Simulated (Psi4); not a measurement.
**C2H3B (BH2(CCH)): BHLYP/def2-SVPD**

What is the vertical electron affinity of C2H3B (BH2(CCH)) at BHLYP/def2-SVPD? 

Program for the calculation: Psi4 1.11.

## Step 1: The structure to begin with

C2H3B has 6 atoms, charge 0, and is taken as a singlet. SMILES: `[H]B([H])C#C`. Geometry: relaxed at GFN2-xTB.

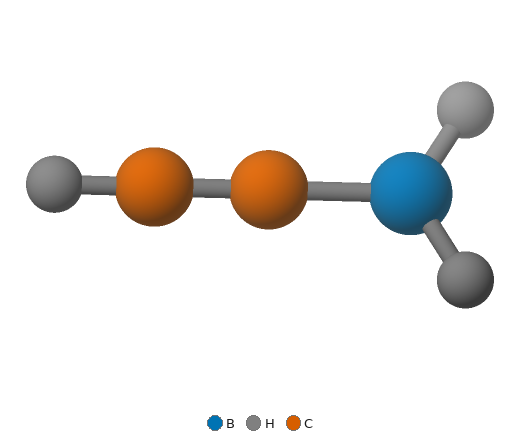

Viewed from a chosen angle; boron blue, hydrogen grey, carbon orange.

## Step 2: Energy and forces at BHLYP/def2-SVPD

File input.json:

```json
{
  "schema_name": "qcschema_input",
  "schema_version": 1,
  "molecule": {
    "schema_name": "qcschema_molecule",
    "schema_version": 2,
    "symbols": ["B", "H", "H", "C", "C", "H"],
    "geometry": [1.07336444, 1.85487957, 0.01012893, 3.27619929, 1.8367382, 0.18961512, -0.03992991, 3.75717238, -0.16236527, -0.34336324, -0.59295826, -0.00100155, -1.48320824, -2.56857244, -0.01298242, -2.48308123, -4.28724056, -0.02341371],
    "molecular_charge": 0,
    "molecular_multiplicity": 1,
    "fix_symmetry": "c1",
    "fix_com": true,
    "fix_orientation": true
  },
  "driver": "gradient",
  "model": {
    "method": "bhhlyp",
    "basis": "def2-SVPD"
  },
  "keywords": {
    "reference": "rks",
    "puream": true,
    "e_convergence": 1e-09,
    "d_convergence": 1e-08,
    "scf_type": "pk",
    "dft_radial_points": 99,
    "dft_spherical_points": 590
  }
}
```

On the command line:

```sh
psi4 --qcschema input.json -n 1 --memory 1600MB
```

stdout:

```text
[...]
  Running in c1 symmetry.
[...]
  Nuclear repulsion =   47.010411230103529
[...]
  Multiplicity = 1
[...]
  Nalpha       = 10
  Nbeta        = 10
[...]
    Number of basis functions: 84
[...]
   @RKS iter   1:  -102.53928844041735   -7.86533e-01   4.80429e-03 ADIIS/DIIS
[...]
   @RKS iter  11:  -102.64032643217676   -7.53175e-13   1.60717e-09 DIIS
[...]
    Orbital Energies [Eh]
    ---------------------
    Doubly Occupied:
       1A    -10.619204     2A    -10.593281     3A     -7.110242
       4A     -0.868126     5A     -0.669103     6A     -0.604492
       7A     -0.473144     8A     -0.445462     9A     -0.364741
      10A     -0.338646
[...]
  @RKS Final Energy:  -102.64032643217676
   => Energetics <=
    Nuclear Repulsion Energy =             47.0104112301035286
    One-Electron Energy =                -229.1869846965868192
    Two-Electron Energy =                  87.7863627493730831
    DFT Exchange-Correlation Energy =      -8.2501157150665509
    Empirical Dispersion Energy =           0.0000000000000000
    VV10 Nonlocal Energy =                  0.0000000000000000
    Total Energy =                       -102.6403264321767637
[...]
 Multipole Moments:
 ------------------------------------------------------------------------------------
     Multipole            Electronic (a.u.)      Nuclear  (a.u.)        Total (a.u.)
 ------------------------------------------------------------------------------------
 L = 1.  Multiply by 2.5417464519 to convert [e a0] to [Debye]
 Dipole X            :          4.6655963           -4.8394185           -0.1738222
 Dipole Y            :          8.0895127           -8.3881163           -0.2986036
 Dipole Z            :          0.0275798           -0.0294230           -0.0018433
 Magnitude           :                                                    0.3455165
[...]
  -Total Gradient:
     Atom            X                  Y                   Z
    ------   -----------------  -----------------  -----------------
       1        0.002924359119     0.004686761786     0.000060482589
       2       -0.012459161044    -0.001080107687    -0.000984563906
       3        0.005170198425    -0.011203522940     0.000882916942
       4        0.002200450158     0.004046175659     0.000047873062
       5       -0.003844231776    -0.006958779608    -0.000069520334
       6        0.006008416702     0.010509522939     0.000062814961
[...]
```

The result, in JSON:

```text
{
 "driver": "gradient",
 "model": {
  "method": "bhhlyp",
  "basis": "def2-SVPD"
 },
 "success": true,
 "return_result": [0.002924359118580841, 0.004686761785649224, 6.048258916642815e-05, -0.012459161044363787, -0.001080107687038553, -0.0009845639059800938, 0.005170198425053396, -0.011203522940428659, 0.0008829169419425093, 0.002200450158085546, 0.004046175658610393, 4.7873061890737036e-05, -0.0038442317756175633, -0.0069587796080256975, -6.952033440725742e-05, 0.006008416702485128, 0.010509522939305863, 6.281496054683035e-05],
 "properties": {
  "calcinfo_nbasis": 84,
  "calcinfo_nmo": 84,
  "calcinfo_nalpha": 10,
  "calcinfo_nbeta": 10,
  "calcinfo_natom": 6,
  "nuclear_repulsion_energy": 47.01041123010353,
  "return_energy": -102.64032643217676,
  "return_gradient": [0.002924359118580841, 0.004686761785649224, 6.048258916642815e-05, -0.012459161044363787, -0.001080107687038553, -0.0009845639059800938, 0.005170198425053396, -0.011203522940428659, 0.0008829169419425093, 0.002200450158085546, 0.004046175658610393, 4.7873061890737036e-05, -0.0038442317756175633, -0.0069587796080256975, -6.952033440725742e-05, 0.006008416702485128, 0.010509522939305863, 6.281496054683035e-05],
  "scf_one_electron_energy": -229.18698469658682,
  "scf_two_electron_energy": 87.78636274937308,
  "scf_xc_energy": -8.250115715066551,
  "scf_dipole_moment": [-0.17382222706946227, -0.29860361493631693, -0.0018432736759163432],
  "scf_total_energy": -102.64032643217676,
  "scf_total_gradient": [0.002924359118580841, 0.004686761785649224, 6.048258916642815e-05, -0.012459161044363787, -0.001080107687038553, -0.0009845639059800938, 0.005170198425053396, -0.011203522940428659, 0.0008829169419425093, 0.002200450158085546, 0.004046175658610393, 4.7873061890737036e-05, -0.0038442317756175633, -0.0069587796080256975, -6.952033440725742e-05, 0.006008416702485128, 0.010509522939305863, 6.281496054683035e-05],
  "scf_iterations": 11
 }
}
```

It took 13 s on 1 thread of AMD EPYC 9R45 (Zen 5), shared host; peak memory 1.1 GiB.

## Step 3: The doublet anion: a single-point energy at UBHLYP/def2-SVPD

File c2h3b.in:

```
memory 1.6 GB

molecule {
  -1 2
  B      1.07336444     1.85487957     0.01012893
  H      3.27619929     1.83673820     0.18961512
  H     -0.03992991     3.75717238    -0.16236527
  C     -0.34336324    -0.59295826    -0.00100155
  C     -1.48320824    -2.56857244    -0.01298242
  H     -2.48308123    -4.28724056    -0.02341371
  units au
  symmetry c1
  no_reorient
  no_com
}

set basis def2-SVPD
set reference uks
set puream true
set e_convergence 1e-09
set d_convergence 1e-08
set scf_type pk
set dft_radial_points 99
set dft_spherical_points 590
set maxiter 200

result, w = energy('bhhlyp', return_wfn=True)
oeprop(w, 'MULLIKEN_CHARGES', 'LOWDIN_CHARGES', 'DIPOLE', title='BHHLYP')
```

On the command line:

```sh
psi4 c2h3b.in c2h3b.out -n 1
```

c2h3b.out, shortened:

```text
[...]
  Running in c1 symmetry.
[...]
  Nuclear repulsion =   47.010411230103529
[...]
  Multiplicity = 2
[...]
  Nalpha       = 11
  Nbeta        = 10
[...]
    Number of basis functions: 84
[...]
   @UKS iter   1:  -102.41037308725549   -6.57618e-01   6.76044e-03 DIIS/ADIIS
[...]
   @UKS iter  15:  -102.64548995068506   -3.11218e-12   5.18932e-09 DIIS
[...]
   @S^2 Observed:                7.675178533E-01
[...]
  @UKS Final Energy:  -102.64548995068506
   => Energetics <=
    Nuclear Repulsion Energy =             47.0104112301035286
    One-Electron Energy =                -234.0661636076331718
    Two-Electron Energy =                  92.7899793326467517
    DFT Exchange-Correlation Energy =      -8.3797169058021748
    Empirical Dispersion Energy =           0.0000000000000000
    VV10 Nonlocal Energy =                  0.0000000000000000
    Total Energy =                       -102.6454899506850609
[...]
 Multipole Moments:
 ------------------------------------------------------------------------------------
     Multipole            Electronic (a.u.)      Nuclear  (a.u.)        Total (a.u.)
 ------------------------------------------------------------------------------------
 L = 1.  Multiply by 2.5417464519 to convert [e a0] to [Debye]
 Dipole X            :          4.4074651           -4.8394185           -0.4319534
 Dipole Y            :          7.6442657           -8.3881163           -0.7438506
 Dipole Z            :          0.0241130           -0.0294230           -0.0053101
 Magnitude           :                                                    0.8601893
[...]
  Mulliken Charges: (a.u.)
   Center  Symbol    Alpha    Beta     Spin     Total
       1     B     3.69012  2.85625  0.83387 -1.54637
       2     H     0.32269  0.38726 -0.06456  0.29005
       3     H     0.32284  0.38748 -0.06463  0.28968
       4     C     2.65154  2.83995 -0.18841  0.50852
       5     C     3.38345  2.88085  0.50261 -0.26430
       6     H     0.62936  0.64822 -0.01886 -0.27758
   Total alpha = 11.00000, Total beta = 10.00000, Total charge = -1.00000
  Lowdin Charges: (a.u.)
   Center  Symbol    Alpha    Beta     Spin     Total
[...]
```

Wall time 20 s (1 thread of AMD EPYC 9R45 (Zen 5), shared host); peak memory 1.1 GiB.

## Step 4: Results

At BHLYP/def2-SVPD:

| quantity | value |
| --- | --- |
| singlet C2H3B: total energy | -102.64033 Eh |
| singlet C2H3B: dipole moment | 0.88 D |
| singlet C2H3B: HOMO energy | -9.22 eV |
| singlet C2H3B: LUMO energy | -1.30 eV |
| singlet C2H3B: HOMO–LUMO gap | 7.91 eV |
| singlet C2H3B: largest force on an atom | 0.645 eV/Å |
| doublet anion: total energy | -102.64549 Eh |
| doublet anion: HOMO energy (highest over α and β) | 1.01 eV |
| doublet anion: LUMO energy (lowest over α and β) | 5.11 eV |
| doublet anion: ⟨S²⟩ | 0.768 |
| vertical electron affinity (to the doublet anion) | 0.141 eV |

In words: At fixed nuclei the extra electron is bound by 0.14 eV (3.2 kcal/mol). The largest force (singlet C2H3B) is 0.65 eV/Å: the shape isn't a stationary point for this species at this level. Mulliken charges (doublet anion) run from -1.55 on B1 to +0.51 on C4; in a basis this large or diffuse they mean little. The HOMO (doublet anion) lies at positive energy, 1.01 eV; only total energies tell whether the electron is bound.
